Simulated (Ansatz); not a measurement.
# Computed scan of one atom of the cell: TiB2 (AlB2 type, space group P6/mmm)

Relaxed TiB$_{2}$ (AlB2 type, space group P6/mmm):

```
CELL_PARAMETERS angstrom
      3.02488     0.00000     0.00000
     -1.51244     2.61962     0.00000
      0.00000     0.00000     3.22383
ATOMIC_POSITIONS crystal
  Ti 0.00000 0.00000 0.00000
  B  0.33333 0.66667 0.50000
  B  0.66667 0.33333 0.50000
```

In each cell atom 3 (B, nearest neighbour B at 1.746 Å; its periodic images, 3.0 Å or more away, move with it) moves by s·(0.577, 0.577, 0.577) (along Cartesian [111]), the rest being held.

Calculation: r2SCAN (plane waves to 500 eV, PAW, scalar-relativistic; Ansatz, a quantum-chemistry and plane-wave program). k mesh 14×14×12 (Γ-centred), Fermi-Dirac smearing 0.05 eV. E stands for the smeared free energy. With partly filled bands, energies and forces of such displacements shift with the k mesh and the smearing. The PAW data are Ansatz's earlier set. TiB2 is run without spin polarisation. TiB2 was relaxed with its symmetry unable to fall. ΔE is measured from the undisplaced structure.

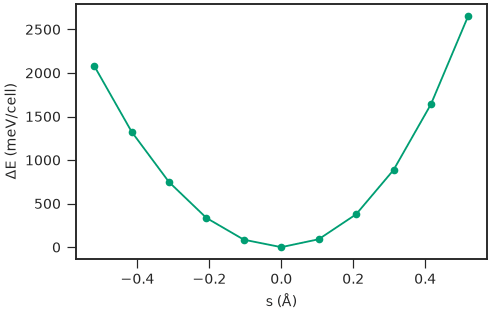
Figure. ΔE (meV/cell) against s (Å); computed points joined by lines.

The force along the line at s = -0.520 Å is 8.19 eV/Å and the energy at s = 0.520 Å is 2658 meV/cell. The force constant k = d²E/ds² at s = 0 (finite differences) is 16.2 eV/Å². Shape of the curve: a single well with its minimum at or next to zero displacement. Symmetry of the curve: not even: the positive side lies higher at ±0.520 Å.

With its periodic images moving along, the atom's site symmetry in this cell is -6m2.

(A displaced cell: forces are minus the slopes of the energy, force constants its curvatures, and phonons follow from these.)
